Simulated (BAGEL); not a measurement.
# C3H3PS (SMILES c1cscp1) at 4 levels

Aim: a comparison of 4 runs (B3LYP/6-31G*, B3LYP/def2-SVP, PBE0/def2-SVP, RI-MP2/def2-SVP) of C3H3PS. 

The calculation is run with BAGEL 1.2.2.

## 1. Starting point

C3H3PS: 8 atoms, total charge 0, spin state singlet. As SMILES, `c1cscp1`. The coordinates come from a GFN2-xTB relaxation.

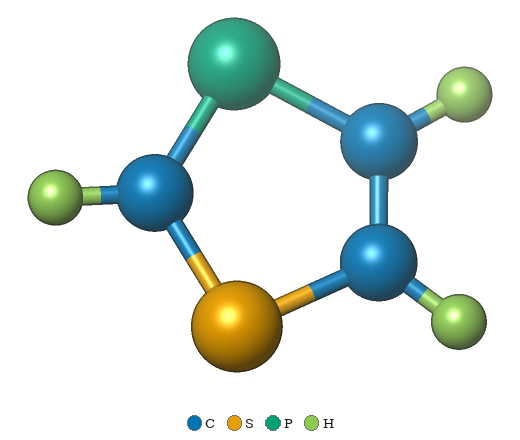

Viewed from a chosen angle; carbon blue, sulfur amber, phosphorus teal, hydrogen green.

## 2. The energy at B3LYP/6-31G(d) (density fitting with qzvpp-jkfit, spherical functions) (run 1)

The input, input.json:

```json
{ "bagel" : [

{
  "title" : "molecule",
  "basis" : "6-31gs.json",
  "df_basis" : "qzvpp-jkfit",
  "angstrom" : true,
  "geometry" : [
    { "atom" : "C", "xyz" : [    0.177160,    0.992360,    0.522130 ] },
    { "atom" : "C", "xyz" : [    1.065400,   -0.012380,    0.349710 ] },
    { "atom" : "S", "xyz" : [    0.507980,   -1.401950,   -0.484870 ] },
    { "atom" : "C", "xyz" : [   -1.074370,   -0.789780,   -0.727190 ] },
    { "atom" : "P", "xyz" : [   -1.450900,    0.760440,   -0.128880 ] },
    { "atom" : "H", "xyz" : [    0.448150,    1.900660,    1.036600 ] },
    { "atom" : "H", "xyz" : [    2.086390,   -0.019920,    0.686920 ] },
    { "atom" : "H", "xyz" : [   -1.759810,   -1.429430,   -1.254410 ] }
  ]
},
{ "title" : "ks", "xc_func" : "b3lyp" },
{ "title" : "print", "file" : "orbitals.molden", "orbitals" : true }

]}
```

The basis set 6-31G* is read from a file made from the Basis Set Exchange's data (not shown).

The run is started by

```console
$ BAGEL_NUM_THREADS=1 BAGEL input.json > input.out
```

Output:

```text
* using 1 threads per process

  ===============================================================
  ===============================================================

  *** Geometry ***

  { "atom" : "C", "xyz" : [      0.334784,      1.875289,      0.986683 ] },
  { "atom" : "C", "xyz" : [      2.013314,     -0.023395,      0.660856 ] },
  { "atom" : "S", "xyz" : [      0.959943,     -2.649302,     -0.916272 ] },
[... 4 lines of this table left out ...]
  { "atom" : "H", "xyz" : [     -3.325559,     -2.701231,     -2.370491 ] },

  Number of auxiliary basis functions:      535

  Since a DF basis is specified, we compute 2- and 3-index integrals:
    o Being stored without compression. Storage requirement is 0.030 GB

  Number of basis functions:       84
  Number of electrons      :       52

    * METHOD: MOLECULE                             0.32

  *** Kohn-Sham DFT ***

    * Removing 16158 points whose weight is below 1.00e-10
    * Grid points: 103090

  === Nuclear Repulsion ===
   257.5239225406

       - DIIS with orbital gradients will be used.

  === KS iteration (b3lyp / 6-31gs.json) ===
      0       -825.16649788          0.15173892           0.42
      1       -820.93205209          0.15353088           0.47
      2       -805.23905932          0.16129799           0.40
[... 21 lines of this table left out ...]
     24       -855.63528997          0.00000001           0.43
    * SCF iteration converged.

    * Permanent dipole moment:
           (   -0.499003,     0.205163,    -0.070887) a.u.

    * METHOD: KS                                  10.83

    * METHOD: PRINT                                0.01

  ===============================================================
```

Run time: 11 s. Hardware: 1 thread of Intel Xeon at 2.60GHz (Ice Lake), shared host; peak memory 0.44 GiB.

## 3. The energy at B3LYP/def2-SVP (density fitting with qzvpp-jkfit) (run 2)

The input, calc.json:

```json
{ "bagel" : [

{
  "title" : "molecule",
  "basis" : "svp",
  "df_basis" : "qzvpp-jkfit",
  "angstrom" : true,
  "geometry" : [
    { "atom" : "C", "xyz" : [       0.177160,       0.992360,       0.522130 ] },
    { "atom" : "C", "xyz" : [       1.065400,      -0.012380,       0.349710 ] },
    { "atom" : "S", "xyz" : [       0.507980,      -1.401950,      -0.484870 ] },
    { "atom" : "C", "xyz" : [      -1.074370,      -0.789780,      -0.727190 ] },
    { "atom" : "P", "xyz" : [      -1.450900,       0.760440,      -0.128880 ] },
    { "atom" : "H", "xyz" : [       0.448150,       1.900660,       1.036600 ] },
    { "atom" : "H", "xyz" : [       2.086390,      -0.019920,       0.686920 ] },
    { "atom" : "H", "xyz" : [      -1.759810,      -1.429430,      -1.254410 ] }
  ]
},

{
  "title" : "ks",
  "xc_func" : "b3lyp"
},

{
  "title" : "print",
  "file" : "orbitals.molden",
  "orbitals" : true
}

]}
```

The run is started by

```console
$ BAGEL_NUM_THREADS=1 BAGEL calc.json > calc.out
```

Output:

```text
* using 1 threads per process

  ===============================================================
  ===============================================================

  *** Geometry ***

  { "atom" : "C", "xyz" : [      0.334784,      1.875289,      0.986683 ] },
  { "atom" : "C", "xyz" : [      2.013314,     -0.023395,      0.660856 ] },
  { "atom" : "S", "xyz" : [      0.959943,     -2.649302,     -0.916272 ] },
[... 4 lines of this table left out ...]
  { "atom" : "H", "xyz" : [     -3.325559,     -2.701231,     -2.370491 ] },

  Number of auxiliary basis functions:      535

  Since a DF basis is specified, we compute 2- and 3-index integrals:
    o Being stored without compression. Storage requirement is 0.037 GB

  Number of basis functions:       93
  Number of electrons      :       52

    * METHOD: MOLECULE                             0.29

  *** Kohn-Sham DFT ***

    * Removing 16158 points whose weight is below 1.00e-10
    * Grid points: 103090

  === Nuclear Repulsion ===
   257.5239225406

       - DIIS with orbital gradients will be used.

  === KS iteration (b3lyp / svp) ===
      0       -826.14034322          0.12886441           0.44
      1       -815.46824092          0.16390592           0.49
      2       -808.85484196          0.16914983           0.43
[... 18 lines of this table left out ...]
     21       -855.36304765          0.00000001           0.43
    * SCF iteration converged.

    * Permanent dipole moment:
           (   -0.448582,     0.197224,    -0.057793) a.u.

    * METHOD: KS                                  10.33

    * METHOD: PRINT                                0.02

  ===============================================================
```

Run time: 11 s. Hardware: 1 thread of Intel Xeon at 2.60GHz (Ice Lake), shared host; peak memory 0.47 GiB.

Run 3 isn't shown in full; the table further down has it.

## 4. The energy at RI-MP2/def2-SVP (density fitting with qzvpp-jkfit) (run 4)

The input, mp2.json:

```json
{ "bagel": [

{
  "title": "molecule",
  "basis": "svp",
  "df_basis": "qzvpp-jkfit",
  "angstrom": true,
  "geometry": [
    { "atom": "C", "xyz": [    0.177160,    0.992360,    0.522130 ] },
    { "atom": "C", "xyz": [    1.065400,   -0.012380,    0.349710 ] },
    { "atom": "S", "xyz": [    0.507980,   -1.401950,   -0.484870 ] },
    { "atom": "C", "xyz": [   -1.074370,   -0.789780,   -0.727190 ] },
    { "atom": "P", "xyz": [   -1.450900,    0.760440,   -0.128880 ] },
    { "atom": "H", "xyz": [    0.448150,    1.900660,    1.036600 ] },
    { "atom": "H", "xyz": [    2.086390,   -0.019920,    0.686920 ] },
    { "atom": "H", "xyz": [   -1.759810,   -1.429430,   -1.254410 ] }
  ]
},
{
  "title": "hf"
},
{
  "title": "mp2",
  "ncore": 13
}

]}
```

The run is started by

```console
$ BAGEL_NUM_THREADS=1 BAGEL mp2.json > mp2.out
```

Output:

```text
* using 1 threads per process

  ===============================================================
  ===============================================================

  *** Geometry ***

  { "atom" : "C", "xyz" : [      0.334784,      1.875289,      0.986683 ] },
  { "atom" : "C", "xyz" : [      2.013314,     -0.023395,      0.660856 ] },
  { "atom" : "S", "xyz" : [      0.959943,     -2.649302,     -0.916272 ] },
[... 4 lines of this table left out ...]
  { "atom" : "H", "xyz" : [     -3.325559,     -2.701231,     -2.370491 ] },

[... 23 lines left out ...]
    * SCF iteration converged.
[... 1 line left out ...]
    * Permanent dipole moment:
[... 2 lines left out ...]
    * METHOD: HF                                   1.64

  *** RHF ***

  === Nuclear Repulsion ===
   257.5239225406

      * DIIS with orbital gradients will be used.

  === RHF iteration (svp) ===
      0       -853.26610311          0.00000001           0.08
    * SCF iteration converged.

    * Permanent dipole moment:
           (   -0.450598,     0.140975,    -0.084740) a.u.

  === DF-MP2 calculation ===

    * freezing 13 orbitals
    * 3-index integral transformation done
    * assembly done

      MP2 correlation energy:   -0.6420394804      0.05

      MP2 total energy:       -853.9081425870

    * METHOD: MP2                                  0.23

  ===============================================================
```

It took 2.3 s on 1 thread of Intel Xeon at 2.60GHz (Ice Lake), shared host; peak memory 0.15 GiB.

## 5. Overview of the runs

```
run                                                                 level  frozen core orbitals  energy (Eh)  dipole moment (D)  HOMO energy (eV)  LUMO energy (eV)  wall time
  1  B3LYP/6-31G* (density fitting with qzvpp-jkfit, spherical functions)                     –  -855.635290               1.38             -6.55             -1.19       11 s
  2                     B3LYP/def2-SVP (density fitting with qzvpp-jkfit)                     –  -855.363048               1.25             -6.65             -1.29       11 s
  3                      PBE0/def2-SVP (density fitting with qzvpp-jkfit)                     –  -854.927708               1.29             -6.96             -1.22       10 s
  4                    RI-MP2/def2-SVP (density fitting with qzvpp-jkfit)                    13  -853.908143                  –                 –                 –      2.3 s
```

## 6. What came out

```
                                           quantity          value
                                run 4: total energy  -853.90814 Eh
run 4: correlation energy (13 core orbitals frozen)     -642.0 mEh
```

Over runs 1, 2, 3 the dipole moment (its size) runs from 1.25 D (B3LYP/def2-SVP) to 1.38 D (B3LYP/6-31G*). Over runs 1, 2, 3 the HOMO–LUMO gap runs from 5.36 eV (B3LYP/def2-SVP) to 5.75 eV (PBE0/def2-SVP). Totals of different functionals can't be ranked against each other. All runs together took 35 s, the longest 11 s.
